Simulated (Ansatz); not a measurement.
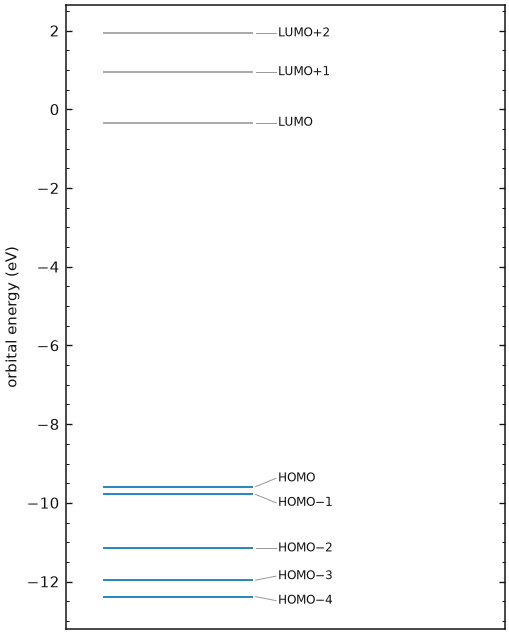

Kohn-Sham orbital energies near the frontier, BHLYP/def2-TZVPP with the Ansatz code 0.2.0, at a PBE0-D4/def2-TZVP geometry (a minimum by its frequencies), isolated molecule; empty levels in grey, levels within 0.03 eV side by side.

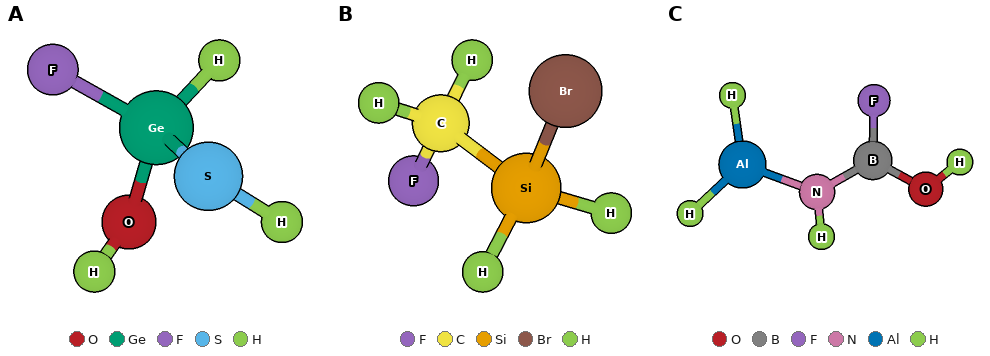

Question: Which molecule has this level scheme? The candidates are drawn in the second picture.

Answer: Structure C, AlBNH₄OF, SMILES OB(F)[NH][AlH2], singlet. HOMO −9.59 eV, LUMO −0.34 eV, separation 9.25 eV.

Caveats: one conformer of a flexible molecule; empty levels above zero depend strongly on the basis.
